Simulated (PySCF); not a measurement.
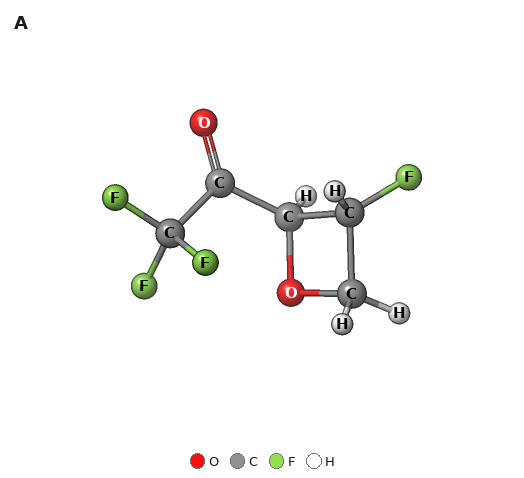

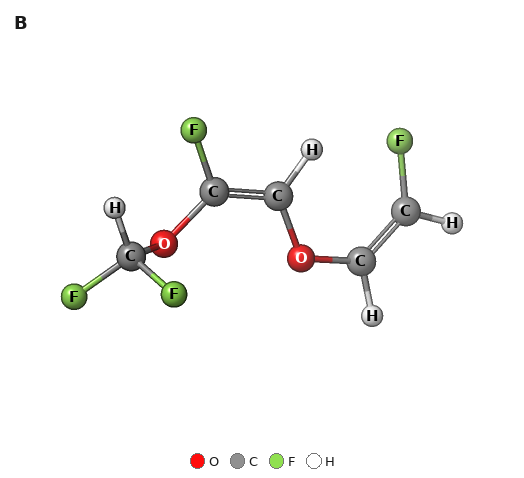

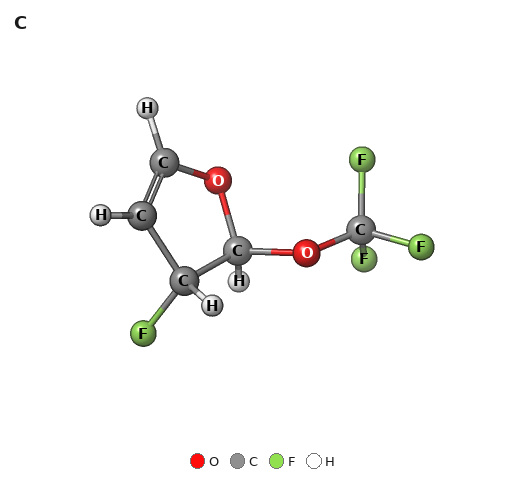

3 stationary structures of one formula. Geometries: GFN2-xTB. Electronic energies: PBE0/pcSseg-1 (PySCF 2.14.0), without zero-point energy. No frequency run is at hand to confirm each as a minimum. Each is one conformer, not always the lowest.

**How are they related?**

They are constitutional isomers of C5H4F4O2: A `O=C([C@@H]1OC[C@H]1F)C(F)(F)F`, B `F/C=C\O/C=C(/F)OC(F)F`, C `F[C@@H]1C=CO[C@H]1OC(F)(F)F`.

**Which is lowest in energy, and by how much?**

C is lowest; A lies 0.920 eV above it, B lies 1.954 eV above it.
